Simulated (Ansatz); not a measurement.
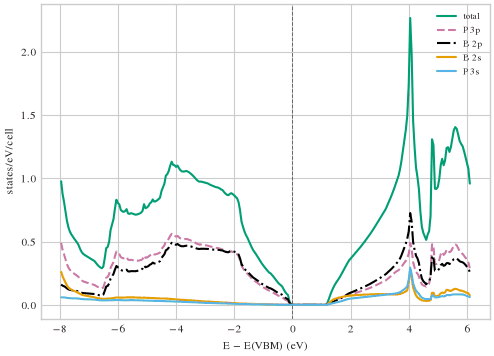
Figure. Total and projected density of states of BP (zinc blende, F-43m), DFT-LDA in the program Ansatz with PAW potentials

Q: Which orbitals carry the states next to the gap?

A: Top 1 eV of the valence band: B 2p 53 %, P 3p 43 %. Bottom 1 eV of the conduction band: B 2s 24 %, B 2p 24 %, P 3p 23 %, P 3s 12 %, outside the projected shells 17 %. Projections are on Löwdin-orthogonalised atomic valence shells; empty p or d shells of many metals are not among them.

Q: Where is the tallest occupied peak in this window, and what makes it?

A: Near -4.1 eV, about 1.1 states/eV per cell; the largest projected share is P 3p.

The LDA relaxation kept the symmetry of its start; phonons on a q-mesh show no instability.

Potentials: the later of the program's two PAW sets.
